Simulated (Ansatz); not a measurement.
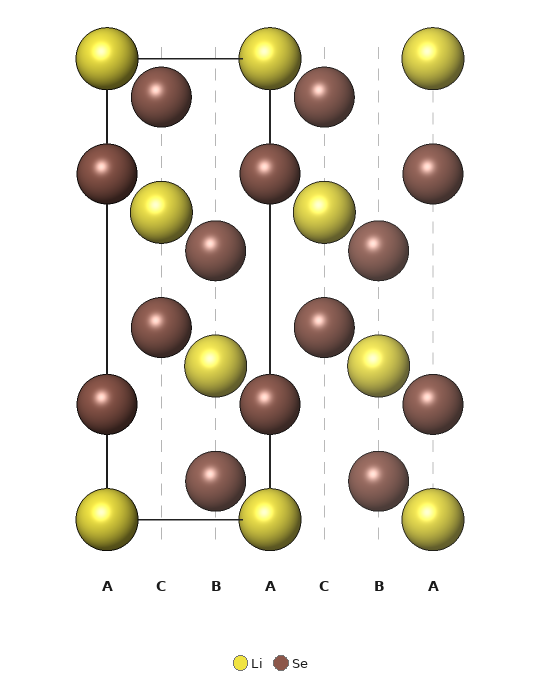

Projection along an edge of the hexagonal mesh, stacking direction [111] upwards. The dashed lines mark the three columns A (0, 0), B (1/3, 2/3) and C (2/3, 1/3). The box is the hexagonal cell of the face-centred cubic lattice. The sequence starts with the first layer at or above the cell's origin.

System LiSe2 (space group Fm-3m, No. 225); source of the atomic positions: the geometry relaxed with Ansatz 0.2.0, DFT PBE, scalar-relativistic, plane waves, PAW; the starting structure was generated, so it need not be a known form of this composition.

**List the layers of one repeat.**

Li(A) – Se(B) – Se(A) – Li(B) – Se(C) – Se(B) – Li(C) – Se(A) – Se(C) (nine layers in 10.74 Å).

Heights of the layers:

| layer | atoms (column) | height (Å) | to next (Å) |
| --- | --- | --- | --- |
| 1 | Li(A) | 0.00 | 0.89 |
| 2 | Se(B) | 0.89 | 1.79 |
| 3 | Se(A) | 2.68 | 0.89 |
| 4 | Li(B) | 3.58 | 0.90 |
| 5 | Se(C) | 4.47 | 1.79 |
| 6 | Se(B) | 6.26 | 0.90 |
| 7 | Li(C) | 7.16 | 0.89 |
| 8 | Se(A) | 8.05 | 1.79 |
| 9 | Se(C) | 9.84 | 0.89 |
